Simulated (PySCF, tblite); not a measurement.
**C2H8BN3O: geometry, infrared bands and NMR shifts**

What infrared bands and NMR shifts should C2H8BN3O (`CNB(N)NC=O`) show?

The runs use tblite 0.8.0 and PySCF 2.14.0, with density-fitted response routines of our own; the level of theory stands in each step. All values are computed, except where a source is named. Atoms count from 0, in the outputs and in this text.

**1. The molecule as given**

15 atoms, charge 0, multiplicity 1; geometry from: force field or distance geometry start.

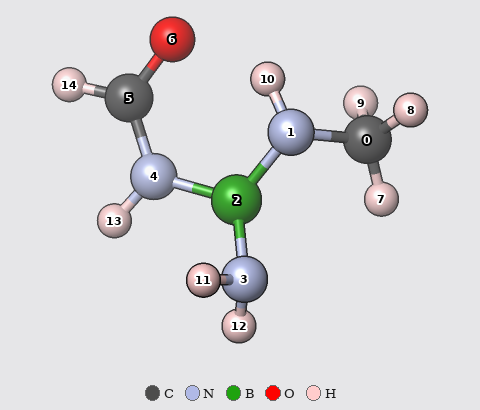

The starting geometry (carbon dark grey, nitrogen light blue, boron green, oxygen red, hydrogen pink), atoms numbered.

**2. Relaxing the molecule with GFN2-xTB**

What the job is given:

```
{"job": {"kind": "relax", "xc": "GFN2-xTB", "basis": "xTB"}, "charge": 0, "multiplicity": 1}
C      2.108100     0.102800     0.507900
N      0.684000     0.105100     0.868500
B     -0.169200    -0.581600    -0.184900
N     -0.274900    -2.107300    -0.234700
N     -1.385800     0.222900    -0.690900
C     -1.704100     1.517400    -0.229700
O     -1.022100     2.133700     0.647100
H      2.373900    -0.682800    -0.186800
H      2.670400     0.114100     1.455900
H      2.264300     1.099500     0.007900
H      0.417000     1.102500     0.973900
H     -1.156600    -2.382900     0.284800
H     -0.232700    -2.483200    -1.183600
H     -1.995100    -0.199300    -1.424500
H     -2.581500     2.047300    -0.632700
```

On the command line:

```sh
> OMP_NUM_THREADS=1 python probes_run.py task.json out
```

This one command runs all jobs of the session in turn.

**Question.** This job is followed by: GFN2-xTB harmonic vibrations, gas phase; GIAO PBE0/pcSseg-1 NMR shielding, non-relativistic, gas phase. Predict these results of the whole session: strongest single infrared mode (GFN2-xTB); zero-point energy (GFN2-xTB); ¹³C shifts against TMS (PBE0/pcSseg-1); ¹H shifts against TMS (PBE0/pcSseg-1, means over atoms taken as alike); ¹⁵N shifts against NH3 (PBE0/pcSseg-1); ¹¹B shifts against BF3·OEt2 (PBE0/pcSseg-1); ¹⁷O shifts against H2O (PBE0/pcSseg-1); surface potential, least and greatest.

As calculated:

```
                                                              quantity                             value
                             strongest single infrared mode (GFN2-xTB)             1754 cm⁻¹, 577 km/mol
                                          zero-point energy (GFN2-xTB)                     74.6 kcal/mol
                                ¹³C shifts against TMS (PBE0/pcSseg-1)                   166.8, 29.9 ppm
¹H shifts against TMS (PBE0/pcSseg-1, means over atoms taken as alike)  8.44, 5.21, 4.50, 2.81, 1.59 ppm
                                ¹⁵N shifts against NH3 (PBE0/pcSseg-1)             149.2, 62.7, 44.9 ppm
                           ¹¹B shifts against BF3·OEt2 (PBE0/pcSseg-1)                          18.5 ppm
                                ¹⁷O shifts against H2O (PBE0/pcSseg-1)                         433.3 ppm
                                 surface potential, least and greatest                -1.95 V and 2.07 V
```

What this shows: Over 99 steps the energy fell by 2.091 eV; of the close pairs, N1–B2 changed most, 1.520 to 1.393 Å. All 39 modes are real, so the xTB geometry is a minimum. The strongest single mode, at 1754 cm⁻¹, moves mainly C5 and O6. GFN2-xTB is a fitted tight-binding method: band positions and strengths are rough. Its intensities can rank the bands wrongly. At PBE0/pcSseg-1: The largest span, 720 ppm, is at O6, where the paramagnetic term is -501 ppm.
